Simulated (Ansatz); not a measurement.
Input

```
crystal:
  periodic: [false, false, false]
  atoms:
    - { symbol: C, position_ang: [-1.24, -1.6101, 0.284] }
    - { symbol: B, position_ang: [-0.2025, -0.5779, 0.855] }
    - { symbol: O, position_ang: [1.1819, -0.2713, 1.0878] }
    - { symbol: Si, position_ang: [0.7478, 1.1849, 0.4536] }
    - { symbol: "N", position_ang: [1.3069, 1.3276, -1.2269] }
    - { symbol: H, position_ang: [-2.2873, -1.0691, 0.3196] }
    - { symbol: H, position_ang: [-1.2698, -2.4974, 0.8738] }
    - { symbol: H, position_ang: [-1.0044, -1.7853, -0.79] }
    - { symbol: H, position_ang: [1.0178, 2.2569, 1.4535] }
    - { symbol: H, position_ang: [1.0728, 2.3032, -1.5025] }
    - { symbol: H, position_ang: [0.7422, 0.6816, -1.787] }
basis:
  gaussian: { orbitals: def2-SVP }
hamiltonian:
  xc: b3lyp
  dispersion: d4
relax:
  f_tol: 0.015
  max_steps: 40
output:
  orbitals: {}
```

Launched as:

```sh
ansatz run input.yaml --threads 2 --pin off --max-ram 3072MiB --backend cpu --events-out ev --progress --plain --runs-dir out
```

The fields are those of the run's last geometry, not of the input's.

Computed with RKS B3LYP-D4/def2-SVP in Ansatz.

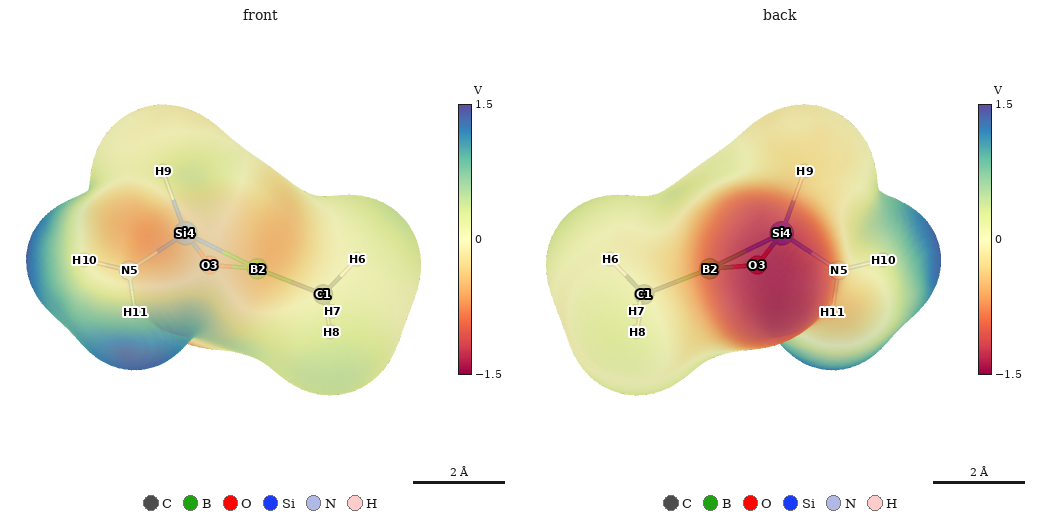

CH$_{6}$BNOSi (SMILES CB1O[SiH]1N). The electrostatic potential painted on the density surface at 0.001 e/bohr³, seen from the front and from behind; red is negative and blue positive.

Question: Which sites attract a positive test charge, and which a negative one?

Answer: A positive charge is drawn to the negative regions and a negative charge to the positive ones. The most negative region (about −1.5 V, or −35 kcal/mol for a unit charge) lies over O3, the most positive (about +1.4 V, or +32 kcal/mol for a unit charge) over H10 and H11. O3 is the likeliest acceptor of a hydrogen bond.
